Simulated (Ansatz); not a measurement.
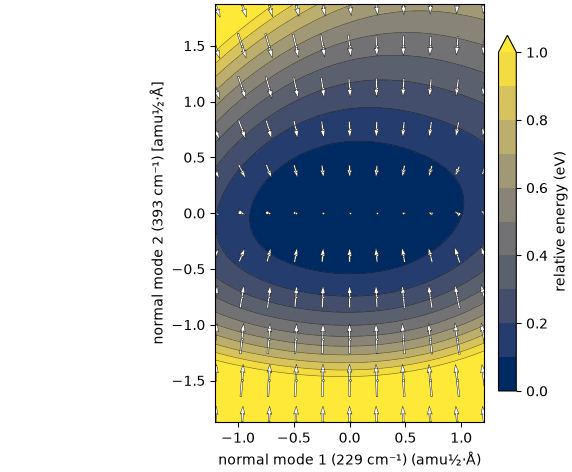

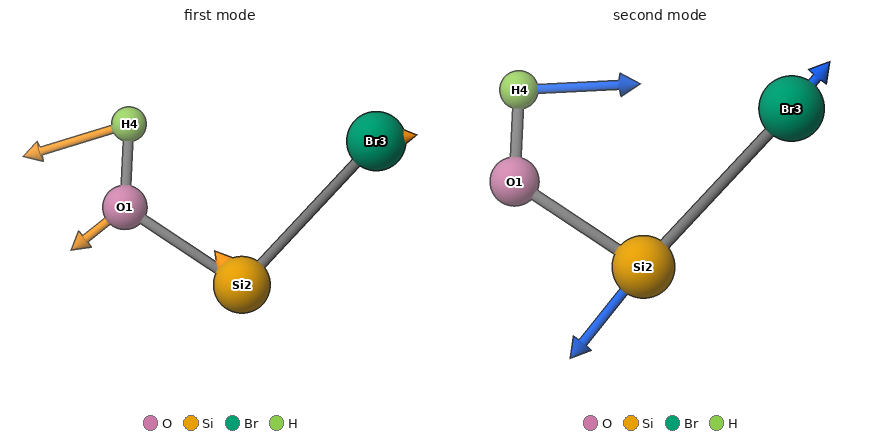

Energy landscape of BrHOSi, SMILES O[Si]Br. The first coordinate is: normal mode 1 (229 cm⁻¹); the second: normal mode 2 (393 cm⁻¹). Nothing is relaxed (straight displacements along the two mass-weighted modes). Grid: 11 × 11 points. Points are written as (first, second). All energies are given in eV relative to the lowest grid point. The calculation used Ansatz 0.2.0, RKS wB97X-V/def2-SVP.

The picture shows filled contours, dots at the grid points, arrows along the force (downhill), their lengths compressed, one colour for all values above the top of the scale. Between grid points the surface is interpolated. The second picture is the structure at the lowest point

Describe this landscape.

The lowest grid point is at (0.000 amu½·Å, 0.000 amu½·Å). No other kind of well shows on this grid. The highest grid point, (1.205 amu½·Å, −1.875 amu½·Å), lies 2.34 eV above the lowest.

The values on the grid:

```csv
"normal mode 2 (393 cm⁻¹) ↓, normal mode 1 (229 cm⁻¹) →",−1.205,−0.964,−0.723,−0.482,−0.241,0.000,0.241,0.482,0.723,0.964,1.205
1.875,1.42,1.21,1.03,0.89,0.79,0.71,0.66,0.64,0.63,0.64,0.66
1.500,1.05,0.86,0.71,0.60,0.52,0.47,0.45,0.44,0.45,0.47,0.50
1.125,0.72,0.57,0.45,0.36,0.31,0.28,0.27,0.28,0.29,0.32,0.35
0.750,0.47,0.34,0.25,0.18,0.15,0.13,0.13,0.15,0.17,0.19,0.23
0.375,0.29,0.19,0.11,0.07,0.04,0.04,0.04,0.05,0.08,0.11,0.15
0.000,0.21,0.12,0.06,0.03,0.01,0.00,0.01,0.02,0.05,0.09,0.15
−0.375,0.23,0.16,0.11,0.07,0.05,0.04,0.05,0.07,0.11,0.16,0.24
−0.750,0.40,0.33,0.27,0.23,0.21,0.20,0.21,0.24,0.29,0.36,0.46
−1.125,0.74,0.66,0.60,0.56,0.53,0.52,0.53,0.57,0.64,0.73,0.85
−1.500,1.32,1.22,1.15,1.10,1.07,1.06,1.08,1.13,1.21,1.32,1.46
−1.875,2.21,2.10,2.01,1.95,1.92,1.91,1.93,1.99,2.08,2.20,2.34
```

The input of one point:

```yaml
crystal:
  periodic: [false, false, false]
  atoms:
    - { symbol: O, position_ang: [-0.882185, 0.466297, -0.455708] }
    - { symbol: Si, position_ang: [-0.595615, -0.813527, 0.549887] }
    - { symbol: Br, position_ang: [1.685511, -0.714718, 0.683437] }
    - { symbol: H, position_ang: [-0.152211, 1.001648, -0.797916] }
basis:
  gaussian: { orbitals: def2-SVP }
hamiltonian:
  xc: { name: wB97X-V }
output:
  forces: true
```

Each point was launched as `ansatz run input.yaml --threads 1 --pin off --max-ram 2560MiB --backend cpu --events-out ev --progress --plain --runs-dir out`. The whole map (121 points run) took 17 min on 1 thread of Arm Neoverse V1 (shared host).
